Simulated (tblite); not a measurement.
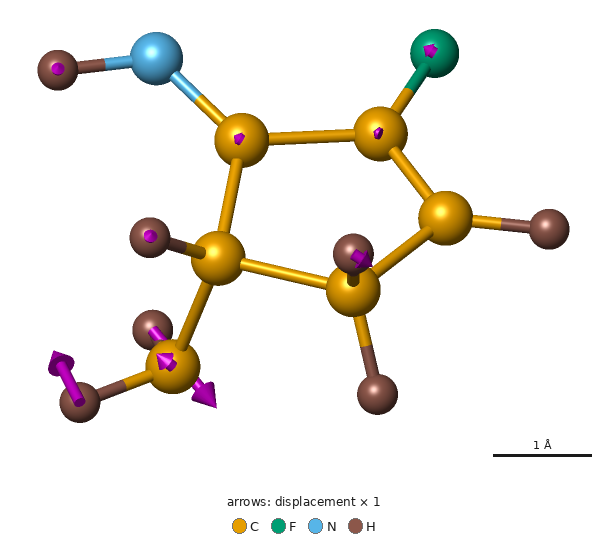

This is a relaxation of C$_{6}$H$_{7}$FN (multiplicity 2). The starting structure is drawn; purple arrows show the displacements, at their true length. The two geometries are superimposed by the best rigid fit.

Style: ball-and-stick. Shown from a free direction.

The calculation used GFN2-xTB geometry optimisation, gas phase in tblite 0.8.0. 

Q: What did the optimiser do to the structure, and how much energy did it gain?

A: An H atom moves most after the best rigid fit: 1.12 Å. Largest moves by element: H 1.12 Å, C 0.24 Å, F 0.14 Å, N 0.06 Å. Among the contacts that change: C–C 1.496 → 1.552 Å, C–H 1.120 → 1.073 Å, C–C 1.511 → 1.465 Å, C–N 1.285 → 1.254 Å. Bond angles that change, for instance: C–C–H 104.8° → 120.1°, H–C–H 109.2° → 117.8°, C–C–H 111.3° → 119.6°. After 99 geometry steps the energy has fallen by 18.4 kcal/mol.
